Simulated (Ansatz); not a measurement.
# GaNH2ClF (SMILES [NH2][Ga]([F])[Cl]) at HF/STO-3G

Aim: the vertical ionisation energy of GaNH2ClF at HF/STO-3G, from 2 runs. 

The calculation is run with Ansatz 0.2.0.

128 further runs of the same task are left out: 128 set aside as unsound or not needed.

**1. Starting point**

GaNH2ClF: 6 atoms, total charge 0, spin state singlet. As SMILES, `[NH2][Ga]([F])[Cl]`. Geometry: relaxed at PBE0-D4/def2-TZVP.

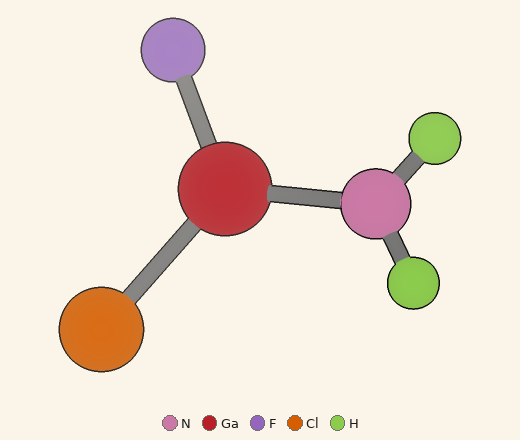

Viewed from a chosen angle; nitrogen pink, gallium red, fluorine purple, chlorine orange, hydrogen green.

**2. A single-point energy at HF/STO-3G**

input.yaml reads:

```yaml
crystal:
  periodic: [false, false, false]
  atoms:
    - {symbol: N, position_ang: [-0.193400, 1.027000, -0.045900]}
    - {symbol: Ga, position_ang: [0.233000, -0.711000, 0.012900]}
    - {symbol: F, position_ang: [1.569300, -1.221300, 1.009300]}
    - {symbol: Cl, position_ang: [-0.740100, -2.208600, -1.123700]}
    - {symbol: H, position_ang: [0.201900, 1.691500, 0.596800]}
    - {symbol: H, position_ang: [-1.028600, 1.358600, -0.495600]}
basis:
  gaussian: {orbitals: STO-3G}
hamiltonian: {xc: hf}
accuracy: high
output: {orbitals: {seedname: orbitals}}
```

Command:

```sh
$ ansatz run input.yaml --threads 1 --pin off --max-ram 3480MiB --events-out events.jsonl --progress --plain --runs-dir runs
```

The program printed:

```text
Warning: RAYON_NUM_THREADS=1 ignored (pool sized by the plan → 1); use --threads N
Functional definition: HF
  name "HF"
  exchange = exact_x
  correlation = 0
682 factors; integrals over basis functions are off by at most 1.2e-8 eV
mean field evaluation 1: about -68257.4146 eV, gradient 2.3e1 eV
mean field evaluation 2: about -68257.5041 eV, gradient 2.3e1 eV
mean field evaluation 4: about -68260.0199 eV, gradient 1.7e0 eV
mean field evaluation 8: about -68260.0465 eV, gradient 4.8e-4 eV
mean field -68260.04389617 eV, -2508.5103448646 hartree, gradient 1.8e-8 eV, S^2 0.000000; 0 other end points of the search recorded, 0 dependent functions left out
reference -68260.04389617 eV, -2508.5103448646 hartree; 33, 33 occupied and 6, 6 virtual orbitals, 682 factors
Total energy: -68260.04389617 eV, -2508.5103448646 hartree
```

Run time: 0.56 s. Hardware: 1 thread of Arm Neoverse V1, shared host.

**3. The doublet cation**

run.yaml reads:

```yaml
crystal:
  periodic: [false, false, false]
  atoms:
    - {symbol: "N", position_ang: [-0.193400, 1.027000, -0.045900]}
    - {symbol: Ga, position_ang: [0.233000, -0.711000, 0.012900]}
    - {symbol: F, position_ang: [1.569300, -1.221300, 1.009300]}
    - {symbol: Cl, position_ang: [-0.740100, -2.208600, -1.123700]}
    - {symbol: H, position_ang: [0.201900, 1.691500, 0.596800]}
    - {symbol: H, position_ang: [-1.028600, 1.358600, -0.495600]}
basis:
  gaussian:
    orbitals: STO-3G
total_charge: 1
magnetization:
  spin_polarized: true
  initial_magnetization: 1
hamiltonian:
  xc: hf
accuracy: high
output: {orbitals: {seedname: orbitals}}
```

Command:

```sh
$ ansatz run run.yaml --threads 1 --pin off --max-ram 3480MiB --events-out events.jsonl --progress --plain --runs-dir runs
```

The program printed (excerpt; [...] marks lines left out):

```text
Warning: RAYON_NUM_THREADS=1 ignored (pool sized by the plan → 1); use --threads N
[... 2 set-up lines as earlier in the session ...]
[...]
682 factors; integrals over basis functions are off by at most 1.2e-8 eV
[...]
mean field -68255.42986646 eV, -2508.3407824003 hartree, gradient 1.9e-8 eV, S^2 0.751169; 3 other end points of the search recorded, 0 dependent functions left out
reference -68255.42986646 eV, -2508.3407824003 hartree; 33, 32 occupied and 6, 7 virtual orbitals, 682 factors
Total energy: -68255.42986646 eV, -2508.3407824003 hartree
```

Wall time 2.8 s (1 thread of Arm Neoverse V1, shared host); peak memory 0.13 GiB.

**4. What came out**

Level: HF/STO-3G.

```
                                                    quantity           value
                              singlet GaNH2ClF: total energy  -2508.51034 Eh
                               singlet GaNH2ClF: HOMO energy        -8.61 eV
                               singlet GaNH2ClF: LUMO energy         5.81 eV
                             singlet GaNH2ClF: HOMO–LUMO gap        14.42 eV
                                doublet cation: total energy  -2508.34078 Eh
          doublet cation: HOMO energy (highest over α and β)       -16.57 eV
           doublet cation: LUMO energy (lowest over α and β)        -3.48 eV
                                        doublet cation: ⟨S²⟩           0.751
vertical ionisation energy (to the doublet cation), in doubt        4.614 eV
```

**Reading.** The vertical ionisation energy comes to 4.61 eV (445 kJ/mol). −ε(HOMO) before ionisation, 8.61 eV, is 4.00 eV above this ionisation energy. This value lies far from the orbital energy or is too small for a neutral ground state: the hole may sit in another orbital, or the first species is not in its lowest state. In a minimal basis such a difference can be off by several eV, whatever the method.
